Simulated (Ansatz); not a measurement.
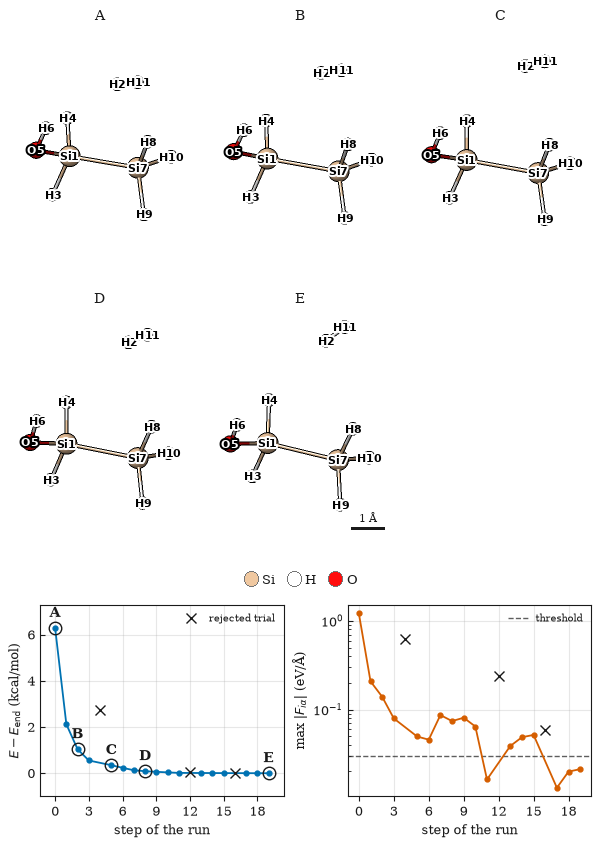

Frames of a relaxation of Si2H8O, marked on the history of the run. Style: ball-and-stick. Shown face on.

The run prepares an end point of a later path (reaction) calculation, from a guessed geometry.

Theory: Ansatz 0.2.0, RKS PBE/6-31G*. (no spin polarisation; force threshold 0.03 eV/Å; at most 50 steps)

Describe the path.

Answer. The largest move after the best rigid fit is that of H11, 1.25 Å. By element the largest moves are H 1.25 Å, O 0.38 Å, Si 0.30 Å. Among the contacts that change: Si1–Si7 2.260 → 2.358 Å, H2–H11 0.713 → 0.752 Å, Si1–O5 1.694 → 1.688 Å, O5–H6 0.981 → 0.976 Å. Bond angles that change, for instance: O5–Si1–Si7 109.7° → 113.6°, H4–Si1–Si7 111.5° → 108.4°, Si1–Si7–H10 112.8° → 110.0°. Groups turn about Si1–Si7 by about 20°. Over 16 accepted moves (19 points after the start) the energy falls by 6.29 kcal/mol. Largest force component: 1.2 eV/Å at the start, 0.021 eV/Å at the end. The line search rejected the trial steps at points 4, 12, 16 of the run. The forces were under the threshold at step 11, but the run went on from there. The run took 46 s on 1 thread of Arm Neoverse V1, with other jobs on the host, peak memory 0.11 GiB. From step 0 to 2: H atoms move most (0.38 Å), energy −5.25 kcal/mol. From step 2 to 5: H11 moves most (0.30 Å), energy −0.69 kcal/mol. From step 5 to 8: H11 moves most (0.32 Å), energy −0.26 kcal/mol. From step 8 to 19: H11 moves most (0.32 Å), energy −0.09 kcal/mol.

```tsv
step	E − E(0), kcal/mol	largest force component, eV/Å	note
0	0.00	1.2116	
1	-4.17	0.2079	
2	-5.25	0.1393	
3	-5.74	0.0793	
4	-3.53	0.6189	rejected
5	-5.94	0.0496	
6	-6.05	0.0457	
7	-6.16	0.0866	
8	-6.20	0.0740	
9	-6.23	0.0808	
10	-6.25	0.0643	
11	-6.27	0.0162	
12	-6.25	0.2409	rejected
13	-6.28	0.0388	
14	-6.28	0.0487	
15	-6.28	0.0517	
16	-6.28	0.0583	rejected
17	-6.29	0.0131	
18	-6.29	0.0199	
19	-6.29	0.0213
```
